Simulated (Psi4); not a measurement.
# C3H5F (allyl fluoride) at wB97M-V/def2-SVP

What is the vertical singlet–triplet gap of C3H5F (allyl fluoride) at wB97M-V/def2-SVP? 

The results are computed with Psi4 1.11.

2 further runs of the same task are left out: 2 set aside as unsound or not needed.

## 1. The structure to begin with

C3H5F: 9 atoms, total charge 0, spin state singlet. SMILES: `C=CCF`. The shape is that of a PBE0-D4/def2-TZVP optimisation. This is one conformer, not always the lowest.

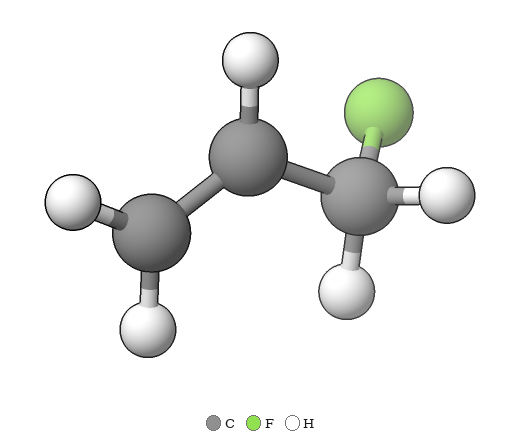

Viewed from a chosen angle; carbon grey, fluorine green, hydrogen white.

## 2. A single-point energy at wB97M-V/def2-SVP

c3h5f.inp

```
memory 1600 MB

molecule {
  0 1
  C     -0.578000     1.122500    -0.608000
  C      0.352500     0.215400    -0.353400
  C      0.200500    -0.852800     0.668500
  F      0.430500    -2.098200     0.102300
  H     -0.422500     1.909200    -1.336700
  H     -1.531700     1.114000    -0.089100
  H      1.299800     0.230700    -0.886500
  H      0.929800    -0.730800     1.477200
  H     -0.806800    -0.852300     1.094700
  symmetry c1
  no_reorient
  no_com
}

set puream true
set e_convergence 1e-09
set d_convergence 1e-08
set scf_type pk
set dft_radial_points 99
set dft_spherical_points 590

e, wfn = energy('wb97m-v/def2-SVP', return_wfn=True)
```

On the command line:

```bash
$ psi4 c3h5f.inp c3h5f.out -n 1
```

c3h5f.out:

```text
[...]
  Running in c1 symmetry.
[...]
  Nuclear repulsion =  114.580608246719862
[...]
  Multiplicity = 1
[...]
  Nalpha       = 16
  Nbeta        = 16
[...]
    Number of basis functions: 81
[...]
   @RKS iter   1:  -216.76719301217176   -5.46120e-01   5.39905e-03 DIIS/ADIIS
[...]
   @RKS iter  12:  -216.87423461352583   -2.35900e-12   3.28719e-09 DIIS
[...]
    Orbital Energies [Eh]
    ---------------------
    Doubly Occupied:
       1A    -24.878260     2A    -10.430674     3A    -10.368375
       4A    -10.366908     5A     -1.290704     6A     -0.914371
       7A     -0.797910     8A     -0.682719     9A     -0.611643
      10A     -0.593513    11A     -0.577534    12A     -0.535754
      13A     -0.489630    14A     -0.442858    15A     -0.434347
      16A     -0.376776
[...]
  @RKS Final Energy:  -216.87423461352583
   => Energetics <=
    Nuclear Repulsion Energy =            114.5806082467198621
    One-Electron Energy =                -522.7401282439917622
    Two-Electron Energy =                 211.3688522179883478
    DFT Exchange-Correlation Energy =     -20.2120128569995856
    Empirical Dispersion Energy =           0.0000000000000000
    VV10 Nonlocal Energy =                  0.1284460227573115
    Total Energy =                       -216.8742346135258288
[...]
 Multipole Moments:
 ------------------------------------------------------------------------------------
     Multipole            Electronic (a.u.)      Nuclear  (a.u.)        Total (a.u.)
 ------------------------------------------------------------------------------------
 L = 1.  Multiply by 2.5417464519 to convert [e a0] to [Debye]
 Dipole X            :         -6.1339766            6.0340845           -0.0998921
 Dipole Y            :         27.6866456          -27.0276189            0.6590267
 Dipole Z            :          1.3296780           -1.0905609            0.2391171
 Magnitude           :                                                    0.7081466
[...]
```

Run time: 2.5 min. Hardware: 1 thread of Intel Xeon Platinum 8488C (Sapphire Rapids), shared host; peak memory 1 GiB.

## 3. The triplet at the same level

input.dat

```
memory 1600 MB

molecule {
  0 3
  C     -1.09226170     2.12121757    -1.14895348
  C      0.66612846     0.40704701    -0.66782921
  C      0.37889009    -1.61155844     1.26328191
  F      0.81352710    -3.96502335     0.19331898
  H     -0.79840929     3.60786512    -2.52599691
  H     -2.89449351     2.10515490    -0.16837460
  H      2.45626602     0.43595982    -1.67524221
  H      1.75706735    -1.38101185     2.79150343
  H     -1.52463104    -1.61061358     2.06868319
  units bohr
  symmetry c1
}

set reference uks
set puream true
set e_convergence 1e-09
set d_convergence 1e-08
set scf_type pk
set dft_radial_points 99
set dft_spherical_points 590
set maxiter 200

result, w = energy('wb97m-v/def2-SVP', return_wfn=True)
print_variables()
```

On the command line:

```bash
$ psi4 -i input.dat -o output.dat -n 1
```

output.dat:

```text
[...]
  Running in c1 symmetry.
[...]
  Nuclear repulsion =  114.580608380919870
[...]
  Multiplicity = 3
[...]
  Nalpha       = 17
  Nbeta        = 15
[...]
    Number of basis functions: 81
[...]
   @UKS iter   1:  -216.43553813871185   -2.14466e-01   7.14248e-03 DIIS/ADIIS
[...]
   @UKS iter  17:  -216.70340074974493   -6.99174e-12   6.77148e-09 DIIS
[...]
   @S^2 Observed:                2.005462195E+00
[...]
    Orbital Energies [Eh]
    ---------------------
    Alpha Occupied:
       1A    -24.874304     2A    -10.429230     3A    -10.367113
       4A    -10.366439     5A     -1.288476     6A     -0.940920
       7A     -0.808164     8A     -0.692400     9A     -0.618393
      10A     -0.597264    11A     -0.584059    12A     -0.545477
      13A     -0.494032    14A     -0.459039    15A     -0.436367
      16A     -0.428430    17A     -0.205540
    Alpha Virtual:
      18A      0.146851    19A      0.153877    20A      0.174786
      21A      0.214864    22A      0.221201    23A      0.247020
      24A      0.339231    25A      0.420390    26A      0.473156
[...]
  @UKS Final Energy:  -216.70340074974493
   => Energetics <=
    Nuclear Repulsion Energy =            114.5806083809198697
    One-Electron Energy =                -522.5326946613786276
    Two-Electron Energy =                 211.3681204993727647
    DFT Exchange-Correlation Energy =     -20.2479946472259904
    Empirical Dispersion Energy =           0.0000000000000000
    VV10 Nonlocal Energy =                  0.1285596785670294
    Total Energy =                       -216.7034007497449295
[...]
 Multipole Moments:
 ------------------------------------------------------------------------------------
     Multipole            Electronic (a.u.)      Nuclear  (a.u.)        Total (a.u.)
 ------------------------------------------------------------------------------------
 L = 1.  Multiply by 2.5417464519 to convert [e a0] to [Debye]
 Dipole X            :          1.2799133           -1.3622171           -0.0823038
 Dipole Y            :         -4.8849041            5.5635043            0.6786002
 Dipole Z            :         -0.0027927            0.2285317            0.2257391
 Magnitude           :                                                    0.7198822
[...]
```

It took 3.6 min on 1 thread of Intel Xeon Platinum 8488C (Sapphire Rapids), shared host; peak memory 1 GiB.

## 4. What came out

Level: wB97M-V/def2-SVP.

| quantity | value |
| --- | --- |
| singlet: total energy | -216.87423 Eh |
| singlet: dipole moment | 1.80 D |
| singlet: HOMO energy | -10.25 eV |
| singlet: LUMO energy | 2.25 eV |
| singlet: HOMO–LUMO gap | 12.50 eV |
| triplet: total energy | -216.70340 Eh |
| triplet: dipole moment | 1.83 D |
| triplet: HOMO energy (highest over α and β) | -5.59 eV |
| triplet: LUMO energy (lowest over α and β) | -2.19 eV |
| triplet: ⟨S²⟩ | 2.005 |
| vertical energy of the triplet above the singlet | 4.649 eV |

At this shape the triplet lies 4.65 eV (107 kcal/mol) above the singlet.
